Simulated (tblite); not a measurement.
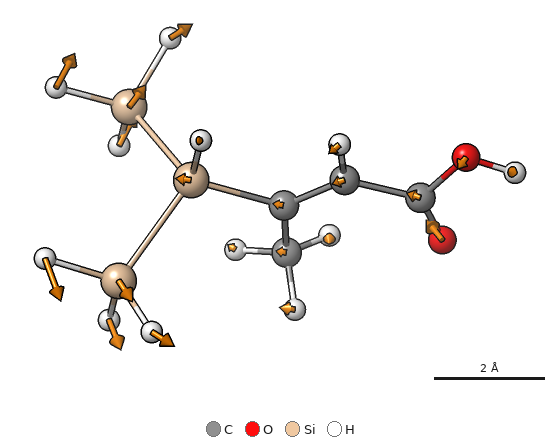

This is a relaxation of C₄H₁₂O₂Si₃. The starting structure is drawn; orange arrows show the displacements, 3 times their true length. The two geometries are superimposed by the best rigid fit.

Style: ball-and-stick. Shown at a tilt.

The calculation used GFN2-xTB geometry optimisation, gas phase in tblite. 

Q: Atoms of which element are displaced furthest, and by how much?

A: Hydrogen: up to 0.31 Å, against 0.21 Å for oxygen.

Q: Describe the change and its energy.

A: Over 68 geometry steps the energy falls by 5.69 kcal/mol. The largest move after the best rigid fit is that of an H atom, 0.31 Å. Largest moves by element: H 0.31 Å, O 0.21 Å, Si 0.20 Å, C 0.10 Å. Some distances before and after: Si–Si 2.294 → 2.329 Å, H–Si 1.498 → 1.465 Å, C–C 1.371 → 1.341 Å, C–Si 1.878 → 1.898 Å. Bond angles that change, for instance: Si–Si–Si 105.4° → 117.4°, C–O–H 103.3° → 109.7°, H–C–H 105.0° → 109.7°. The run took 1.3 s on 1 thread of Arm Neoverse N1, on a shared host.
